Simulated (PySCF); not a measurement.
# C3H6ClO2Si (doublet): what the fields show

The calculation's input:

```
{"job": {"kind": "epr", "basis": "pcH-1"}, "charge": 0, "multiplicity": 2}
Cl    -2.744723     0.989397     0.101358
C     -1.147978     0.413058    -0.010385
C     -0.939820    -1.056196     0.030301
O      0.288466    -1.443273    -0.517596
Si     1.654034    -0.607470    -0.192840
O      1.189473     0.842031     0.397638
C     -0.052201     1.411027     0.112604
H     -1.730001    -1.560708    -0.542647
H     -1.000819    -1.436204     1.067972
H      2.304258    -0.541676    -1.492061
H      2.421397    -1.139998     0.921139
H     -0.275941     2.124914     0.922437
H      0.029470     2.005583    -0.815646
```

Run with:

```sh
OMP_NUM_THREADS=1 python probes_run.py task.json out
```

Geometry: GFN2-xTB.

These are results of PySCF 2.14.0, density-fitted response routines, UKS B3LYP, pcH-1 on C Cl H O Si, non-relativistic, mean-field spin-orbit, GIAO, not measurements.

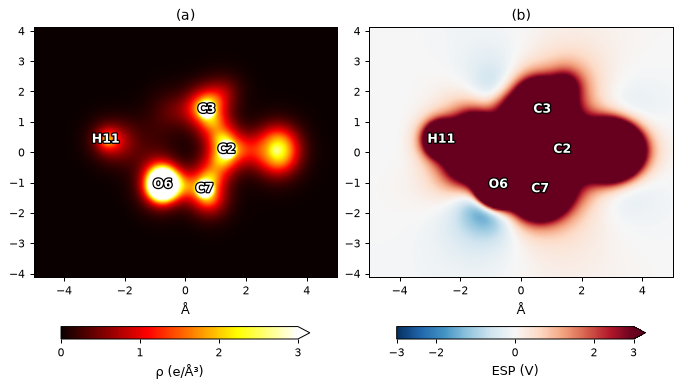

Figure 1. (a) total electron density; (b) electrostatic potential on the plane of atoms C2, C7 and O6.

Question: What does the map show?

Answer: The section cuts through C, O and H sites. C–O (1.40 Å): ρ at the midpoint is about 2.1 e/Å³, with its minimum of 1.8 e/Å³ about 0.5 Å from C. C–C (1.48 Å): ρ at the midpoint is about 1.8 e/Å³. Outside the dense part of the molecule the potential is most negative (−1.4 V) near O6.

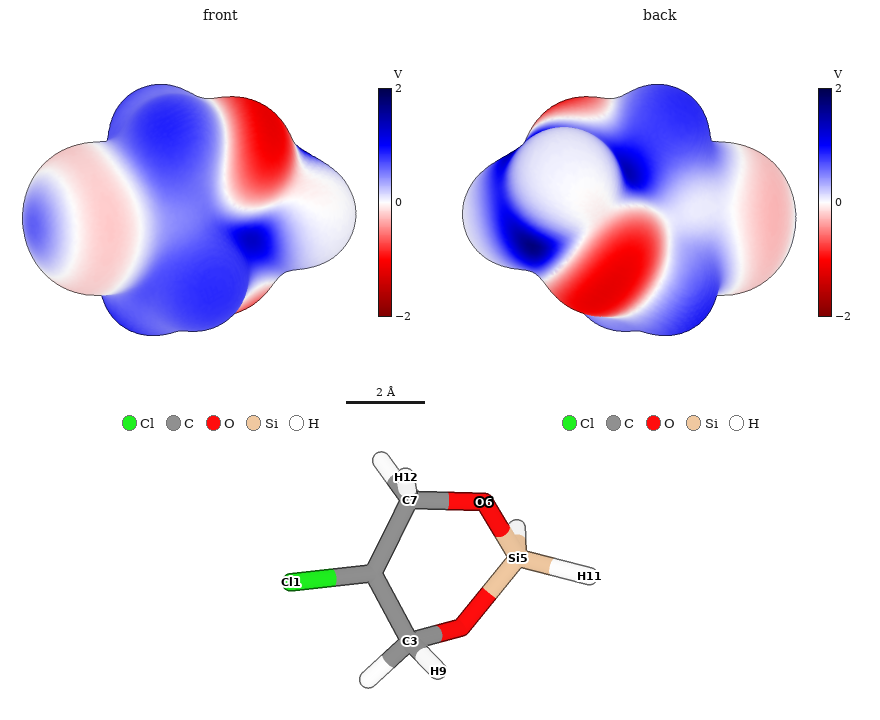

Figure 2. The molecular electrostatic potential painted on the density surface at 0.002 e/bohr³, seen from the front and from behind; red is negative and blue positive. The bare structure is drawn below in the same view.

Question: Which sites attract a positive test charge, and which a negative one?

Answer: A positive charge is drawn to the negative regions and a negative charge to the positive ones. The most negative region (about −1.2 V) lies over O4 and O6, the most positive (about +1.6 V) over Si5. Cl1 shows a σ-hole: about +0.6 V at the tip opposite its bond, against about −0.1 V on its flanks.
